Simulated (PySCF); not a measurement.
# B₂H₄F (charge −1): geometry relaxation (part 1 of 2)

B₂H₄F, charge −1, SMILES B[BH2-]F, computed with HF/6-31G**, RHF (PySCF 2.14.0).

The geometry comes from this level: GFN2-xTB. Figures and captions count atoms from 1; the log counts them from 0 in places.

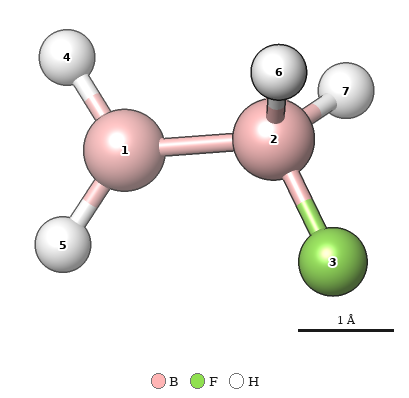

The structure as given in the input (ball-and-stick view, seen at a tilt; atoms are numbered from 1 in the order of the input). Bond lengths as drawn: B–B 1.68 Å, B–F 1.48 Å and B–H 1.19 to 1.24 Å.

## Key numbers

```csv
quantity,value
outcome,converged
total energy,−151.128055 hartree
basis functions,62
HOMO,−3.88 eV
LUMO,8.35 eV
hardware,"1 thread of Arm Neoverse V1, 24 GiB of memory available, shared host"
wall time,16 s
peak memory,0.16 GiB
```

## Remarks

The record of the run, not the program, notes: dipole of an ion depends on the origin.

## The input (input.py)
```python
from pyscf import gto, scf
from pyscf.geomopt.geometric_solver import kernel as optimise

mol = gto.M(
    atom='''
B       -0.557490      -0.547080      -0.606600
B        0.368860       0.392230       0.434760
F        1.833710       0.217080       0.299000
H       -1.752900      -0.488230      -0.588920
H       -0.165490      -1.324120      -1.424330
H        0.111990       0.150390       1.619360
H        0.161310       1.599740       0.266740
''',
    max_memory=1860,
    charge=-1,
    verbose=3,
    basis='6-31g**',
    spin=0,
)

myscf = scf.RHF(mol)
myscf.conv_tol = 1e-10
converged, mol_eq = optimise(myscf, maxsteps=60, convergence_set='GAU_TIGHT')
print('converged:', converged)
print(mol_eq.tostring())

myscf.reset(mol_eq)
mol = mol_eq
myscf.kernel()
if not myscf.converged:
    myscf = myscf.newton().run(myscf.mo_coeff, myscf.mo_occ)
etot = myscf.e_tot
print('E(%s) = %.9f' % ('HF', etot))
```

Launched with:
```bash
OMP_NUM_THREADS=1 python input.py
```

## The program's output
```
#|     Arguments passed to driver run_optimizer():      |#
convergence_set           GAU_TIGHT
customengine              <pyscf.geomopt.geometric_solver.PySCFEngine object>
maxiter                   60
----------------------------------------------------------
Custom engine selected.
Bonds will be generated from interatomic distances less than 1.20 times sum of covalent radii
21 internal coordinates being used (instead of 21 Cartesians)
Internal coordinate system (atoms numbered from 1):
Distance 1-2
Distance 1-4
Distance 1-5
Distance 2-3
Distance 2-6
Distance 2-7
Angle 2-1-5
Angle 4-1-5
Angle 1-2-3
Angle 1-2-6
Angle 1-2-7
Angle 3-2-6
Angle 3-2-7
Angle 6-2-7
Out-of-Plane 1-2-4-5
Dihedral 4-1-2-3
Dihedral 4-1-2-6
Dihedral 4-1-2-7
Dihedral 5-1-2-3
Dihedral 5-1-2-6
Dihedral 5-1-2-7
Translation-X 1-7
Translation-Y 1-7
Translation-Z 1-7
Rotation-A 1-7
Rotation-B 1-7
Rotation-C 1-7
<class 'geometric.internal.Distance'> : 6
<class 'geometric.internal.Angle'> : 8
<class 'geometric.internal.OutOfPlane'> : 1
<class 'geometric.internal.Dihedral'> : 6
<class 'geometric.internal.TranslationX'> : 1
<class 'geometric.internal.TranslationY'> : 1
<class 'geometric.internal.TranslationZ'> : 1
<class 'geometric.internal.RotationA'> : 1
<class 'geometric.internal.RotationB'> : 1
<class 'geometric.internal.RotationC'> : 1
> ===== Optimization Info: ====
> Job type: Energy minimization
> Maximum number of optimization cycles: 60
> Initial / maximum trust radius (Angstrom): 0.100 / 0.300
> Convergence Criteria:
> Will converge when all 5 criteria are reached:
>  |Delta-E| < 1.00e-06
>  RMS-Grad  < 1.00e-05
>  Max-Grad  < 1.50e-05
>  RMS-Disp  < 4.00e-05
>  Max-Disp  < 6.00e-05
> === End Optimization Info ===

Geometry optimization cycle 1
Cartesian coordinates (Angstrom)
 Atom        New coordinates             dX        dY        dZ
   B  -0.557490  -0.547080  -0.606600    0.000000  0.000000  0.000000
   B   0.368860   0.392230   0.434760    0.000000 -0.000000  0.000000
   F   1.833710   0.217080   0.299000    0.000000  0.000000  0.000000
   H  -1.752900  -0.488230  -0.588920    0.000000  0.000000  0.000000
   H  -0.165490  -1.324120  -1.424330    0.000000  0.000000  0.000000
   H   0.111990   0.150390   1.619360    0.000000  0.000000 -0.000000
   H   0.161310   1.599740   0.266740    0.000000  0.000000  0.000000

WARN: Mole.unit (angstrom) is changed to Bohr

converged SCF energy = -151.125216847727
--------------- RHF_Scanner gradients ---------------
         x                y                z
0 B     0.0033412984    -0.0002835137    -0.0002088443
1 B    -0.0328206650    -0.0086689543    -0.0100805817
2 F     0.0062560818     0.0031628383     0.0034898987
3 H     0.0095760959    -0.0000891174     0.0002551106
4 H    -0.0035859484     0.0062271257     0.0065531984
5 H     0.0086942459     0.0026837602    -0.0027369959
6 H     0.0085388915    -0.0030321388     0.0027282142
----------------------------------------------
cycle 1: E = -151.125216848  dE = -151.125  norm(grad) = 0.0411432
Step    0 : Gradient = 1.555e-02/3.541e-02 (rms/max) Energy = -151.1252168477
Hessian Eigenvalues: 2.30000e-02 2.62880e-02 5.00000e-02 ... 2.48864e-01 2.50928e-01 3.43964e-01

Geometry optimization cycle 2
Cartesian coordinates (Angstrom)
 Atom        New coordinates             dX        dY        dZ
   B  -0.556626  -0.541826  -0.601060    0.000864  0.005254  0.005540
   B   0.411310   0.406544   0.451110    0.042450  0.014314  0.016350
   F   1.860741   0.202651   0.285254    0.027031 -0.014429 -0.013746
   H  -1.772646  -0.487007  -0.588002   -0.019746  0.001223  0.000918
   H  -0.160191  -1.332630  -1.433506    0.005299 -0.008510 -0.009176
   H   0.084000   0.144129   1.626301   -0.027990 -0.006261  0.006941
   H   0.133401   1.608149   0.259914   -0.027909  0.008409 -0.006826
converged SCF energy = -151.12775760542
--------------- RHF_Scanner gradients ---------------
         x                y                z
0 B     0.0005282948     0.0004663911     0.0005022016
1 B    -0.0111057653     0.0000301882    -0.0002854939
2 F     0.0097479079    -0.0014208179    -0.0011657306
3 H     0.0001273309    -0.0003342308    -0.0003646462
4 H     0.0000380347     0.0008396710     0.0009105131
5 H     0.0003574312     0.0003311452     0.0000725714
6 H     0.0003067658     0.0000876532     0.0003305846
----------------------------------------------
cycle 2: E = -151.127757605  dE = -0.00254076  norm(grad) = 0.014994
Step    1 : Displace = 2.880e-02/4.769e-02 (rms/max) Trust = 1.000e-01 (=) Grad = 5.667e-03/1.111e-02 (rms/max) E (change) = -151.1277576054 (-2.541e-03) Quality = 1.086
Hessian Eigenvalues: 2.29999e-02 2.62880e-02 5.00000e-02 ... 2.43320e-01 2.50146e-01 3.64462e-01

Geometry optimization cycle 3
Cartesian coordinates (Angstrom)
 Atom        New coordinates             dX        dY        dZ
   B  -0.549798  -0.545877  -0.605158    0.006827 -0.004051 -0.004098
   B   0.420230   0.407872   0.452694    0.008919  0.001328  0.001584
   F   1.853306   0.209289   0.292175   -0.007435  0.006638  0.006921
   H  -1.766696  -0.475319  -0.574940    0.005949  0.011689  0.013063
   H  -0.165763  -1.342373  -1.444308   -0.005571 -0.009743 -0.010802
   H   0.079451   0.139959   1.624091   -0.004549 -0.004171 -0.002209
   H   0.129260   1.606458   0.255456   -0.004140 -0.001690 -0.004458
converged SCF energy = -151.128004009606
--------------- RHF_Scanner gradients ---------------
         x                y                z
0 B     0.0005219387    -0.0005624935    -0.0005881161
1 B    -0.0034429069     0.0016013027     0.0016030625
2 F     0.0025257366    -0.0010070643    -0.0009848703
3 H    -0.0005120479     0.0005123033     0.0005205506
4 H     0.0007250857    -0.0003741672    -0.0003705183
5 H     0.0001025204    -0.0000232631    -0.0001446733
6 H     0.0000796734    -0.0001466178    -0.0000354352
----------------------------------------------
cycle 3: E = -151.12800401  dE = -0.000246404  norm(grad) = 0.00528635
Step    2 : Displace = 1.183e-02/1.848e-02 (rms/max) Trust = 1.414e-01 (+) Grad = 1.998e-03/4.122e-03 (rms/max) E (change) = -151.1280040096 (-2.464e-04) Quality = 1.175
Hessian Eigenvalues: 2.29993e-02 2.62880e-02 5.00000e-02 ... 2.49845e-01 2.65019e-01 3.05487e-01

Geometry optimization cycle 4
Cartesian coordinates (Angstrom)
 Atom        New coordinates             dX        dY        dZ
   B  -0.551397  -0.544500  -0.603772   -0.001599  0.001377  0.001386
   B   0.427042   0.406679   0.451561    0.006812 -0.001194 -0.001133
   F   1.853286   0.215206   0.298577   -0.000020  0.005917  0.006402
   H  -1.768068  -0.479454  -0.579130   -0.001371 -0.004135 -0.004190
   H  -0.172727  -1.341607  -1.443851   -0.006964  0.000766  0.000457
   H   0.080881   0.138801   1.622348    0.001430 -0.001157 -0.001744
   H   0.130973   1.604885   0.254277    0.001713 -0.001573 -0.001179
converged SCF energy = -151.128043424938
--------------- RHF_Scanner gradients ---------------
         x                y                z
0 B    -0.0003853529     0.0000054499    -0.0000101835
1 B     0.0010509222     0.0006009663     0.0006816555
2 F    -0.0006398992    -0.0000282749    -0.0000568761
3 H    -0.0003147360    -0.0002463166    -0.0002798485
4 H     0.0001343258    -0.0000077050    -0.0000019310
5 H     0.0000816791    -0.0000664178    -0.0002501308
6 H     0.0000730609    -0.0002577018    -0.0000826857
----------------------------------------------
cycle 4: E = -151.128043425  dE = -3.94153e-05  norm(grad) = 0.00170317
Step    3 : Displace = 5.739e-03/8.717e-03 (rms/max) Trust = 2.000e-01 (+) Grad = 6.437e-04/1.389e-03 (rms/max) E (change) = -151.1280434249 (-3.942e-05) Quality = 0.832
Hessian Eigenvalues: 2.29984e-02 2.62878e-02 5.00000e-02 ... 2.48661e-01 2.78672e-01 3.13681e-01

Geometry optimization cycle 5
Cartesian coordinates (Angstrom)
 Atom        New coordinates             dX        dY        dZ
   B  -0.548878  -0.545911  -0.605203    0.002519 -0.001411 -0.001431
   B   0.426770   0.405318   0.450061   -0.000272 -0.001361 -0.001500
   F   1.854553   0.217540   0.301166    0.001267  0.002334  0.002589
   H  -1.764381  -0.474717  -0.573824    0.003687  0.004737  0.005306
   H  -0.175275  -1.343813  -1.446335   -0.002549 -0.002206 -0.002484
   H   0.078524   0.137896   1.620927   -0.002357 -0.000905 -0.001420
   H   0.128678   1.603697   0.253217   -0.002295 -0.001188 -0.001060
converged SCF energy = -151.128052739399
--------------- RHF_Scanner gradients ---------------
         x                y                z
0 B    -0.0002081987    -0.0002045846    -0.0002276791
1 B     0.0003163205     0.0002719890     0.0003083635
2 F    -0.0003802347    -0.0000470068    -0.0000661304
3 H    -0.0000004255     0.0000152168     0.0000135813
4 H     0.0001297557     0.0000116288     0.0000180150
5 H     0.0000737092     0.0000054988    -0.0000489684
6 H     0.0000690737    -0.0000527420     0.0000028180
----------------------------------------------
cycle 5: E = -151.128052739  dE = -9.31446e-06  norm(grad) = 0.000768414
Step    4 : Displace = 4.246e-03/7.997e-03 (rms/max) Trust = 2.828e-01 (+) Grad = 2.904e-04/5.188e-04 (rms/max) E (change) = -151.1280527394 (-9.314e-06) Quality = 1.264
Hessian Eigenvalues: 2.29969e-02 2.62874e-02 5.00000e-02 ... 2.48892e-01 2.77832e-01 3.33201e-01

Geometry optimization cycle 6
Cartesian coordinates (Angstrom)
 Atom        New coordinates             dX        dY        dZ
   B  -0.547617  -0.546165  -0.605444    0.001261 -0.000255 -0.000241
   B   0.427338   0.404444   0.449109    0.000568 -0.000874 -0.000952
   F   1.856295   0.219434   0.303297    0.001743  0.001894  0.002130
   H  -1.762778  -0.472683  -0.571491    0.001603  0.002034  0.002333
   H  -0.177528  -1.344680  -1.447375   -0.002253 -0.000867 -0.001040
   H   0.077029   0.137027   1.619682   -0.001495 -0.000869 -0.001245
   H   0.127251   1.602634   0.252231   -0.001427 -0.001063 -0.000986
converged SCF energy = -151.12805466336
--------------- RHF_Scanner gradients ---------------
         x                y                z
0 B    -0.0000875998    -0.0000821285    -0.0000920046
1 B     0.0000061834    -0.0000054995    -0.0000009052
2 F    -0.0000387253    -0.0000230514    -0.0000268645
3 H     0.0000617762     0.0000315694     0.0000354050
4 H     0.0000536701     0.0000313148     0.0000360070
5 H     0.0000028860     0.0000184902     0.0000288156
6 H     0.0000018094     0.0000293050     0.0000195466
----------------------------------------------
cycle 6: E = -151.128054663  dE = -1.92396e-06  norm(grad) = 0.000198379
Step    5 : Displace = 2.467e-03/3.480e-03 (rms/max) Trust = 3.000e-01 (+) Grad = 7.498e-05/1.513e-04 (rms/max) E (change) = -151.1280546634 (-1.924e-06) Quality = 1.157
Hessian Eigenvalues: 2.29943e-02 2.62870e-02 4.99999e-02 ... 2.53111e-01 2.81716e-01 3.22346e-01
```
